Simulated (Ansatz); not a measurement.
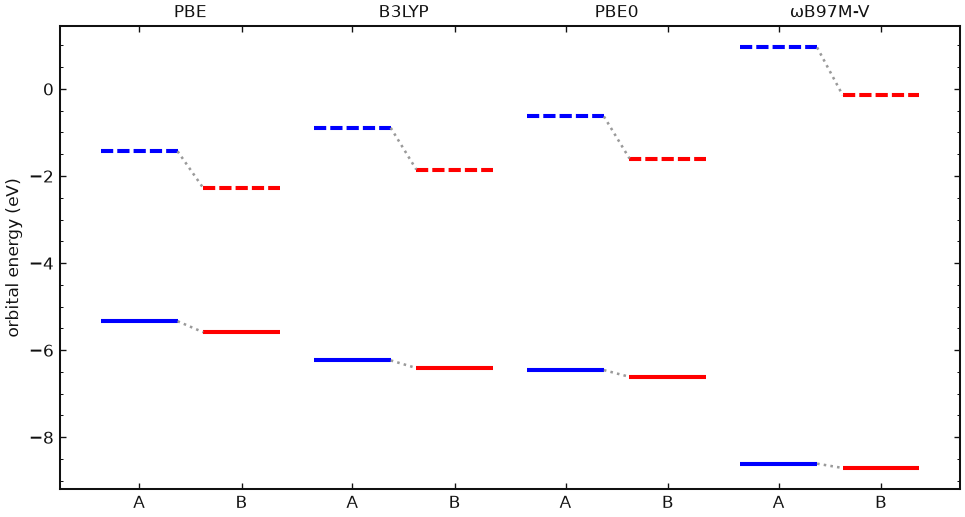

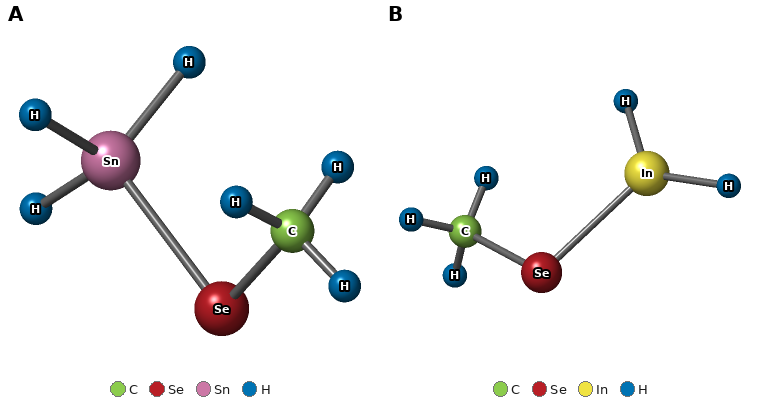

One change: A, CH₆SeSn (SMILES C[Se][SnH3]), becomes B, CH₅InSe (SMILES C[Se][InH2]). SnH₃ on Se is replaced by InH₂. HOMO (solid) and LUMO (dashed) computed in def2-TZVPP at PBE0-D4/def2-TZVP geometries, both minima by their frequencies, gas phase, the Ansatz code 0.2.0. Empty levels above zero depend strongly on the basis.

### What does the change do to HOMO and LUMO?

PBE: the HOMO falls by 0.25 eV, the LUMO falls by 0.84 eV, and the separation goes from 3.90 to 3.31 eV. B3LYP: the HOMO falls by 0.17 eV, the LUMO falls by 0.96 eV, and the separation goes from 5.34 to 4.56 eV. PBE0: the HOMO falls by 0.15 eV, the LUMO falls by 0.97 eV, and the separation goes from 5.83 to 5.01 eV. ωB97M-V: the HOMO falls by 0.10 eV, the LUMO falls by 1.10 eV, and the separation goes from 9.56 to 8.56 eV.

### Do the functionals agree on the effect?

They agree on the direction for both levels; the HOMO shift lies between −0.25 and −0.10 eV and the LUMO shift between −1.10 and −0.84 eV, while the separations themselves differ by up to 5.7 eV between functionals.

Note: core potentials past krypton; spin-orbit coupling is left out, and with In and Sn it can shift these values.
